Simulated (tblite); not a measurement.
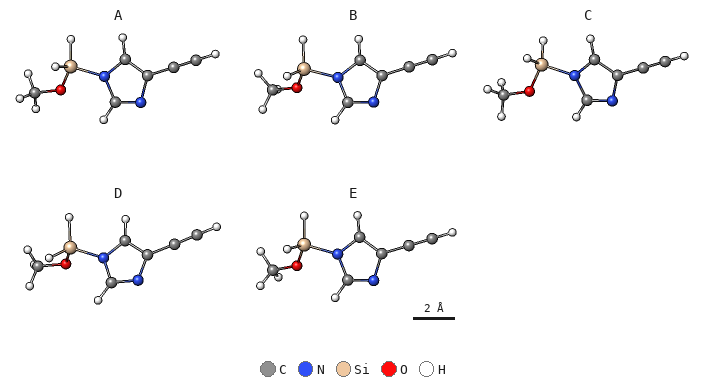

5 geometries from one relaxation of C6H8N2OSi, in shuffled order. A ball-and-stick model, seen at a tilt.

The calculation used tblite, GFN2-xTB geometry optimisation, gas phase. 

Question: Put them in the order of the run, from the start to the converged end.

Answer: D, B, E, A, C. They are steps 0, 60, 110, 127, 165, at +0.899 eV, +0.066 eV, +0.048 eV, +0.018 eV relative to the last. The energy falls by 0.899 eV in 165 geometry steps. The atom that moves furthest after the best rigid fit is an H atom (1.88 Å). Largest moves by element: H 1.88 Å, C 1.05 Å, N 0.92 Å, O 0.80 Å, Si 0.27 Å. Some distances before and after: O–Si 1.725 → 1.611 Å, N–Si 1.792 → 1.741 Å, C–N 1.338 → 1.292 Å, H–Si 1.494 → 1.463 Å. Bond angles that change, for instance: Si–O–C 108.0° → 128.4°, N–C–N 106.4° → 113.3°, C–C–H 124.7° → 131.4°. Groups turn about N–Si by about 70°, C–O by about 45°, O–Si by about 25°.
